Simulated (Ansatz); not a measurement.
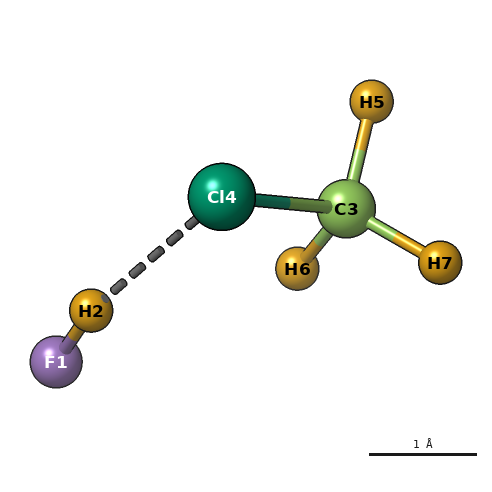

Two molecules or ions; the broken line marks their closest contact (measured against van der Waals radii). Geometry: a pair of rigid molecules at a changed separation. Program: Ansatz 0.2.0.

Question: Which two species are they?

Answer: HF and CH3Cl (`CCl.F`).

Question: How long is the contact?

Answer: H2···Cl4 is 1.99 Å.

Give the counterpoise-corrected interaction energy (kJ/mol, monomers kept as in the pair) with RHF-CCSD(T) (frozen core)/def2-TZVPPD; ωB97M-V/def2-TZVPPD; B3LYP-D4/def2-TZVPPD; r2SCAN-D4/def2-TZVPPD; PBE0-D4/def2-TZVPPD.

```csv
level,interaction energy (kJ/mol)
RHF-CCSD(T) (frozen core)/def2-TZVPPD,−12.3
ωB97M-V/def2-TZVPPD,−16.5
B3LYP-D4/def2-TZVPPD,−16.8
r2SCAN-D4/def2-TZVPPD,−20.8
PBE0-D4/def2-TZVPPD,−19.3
```
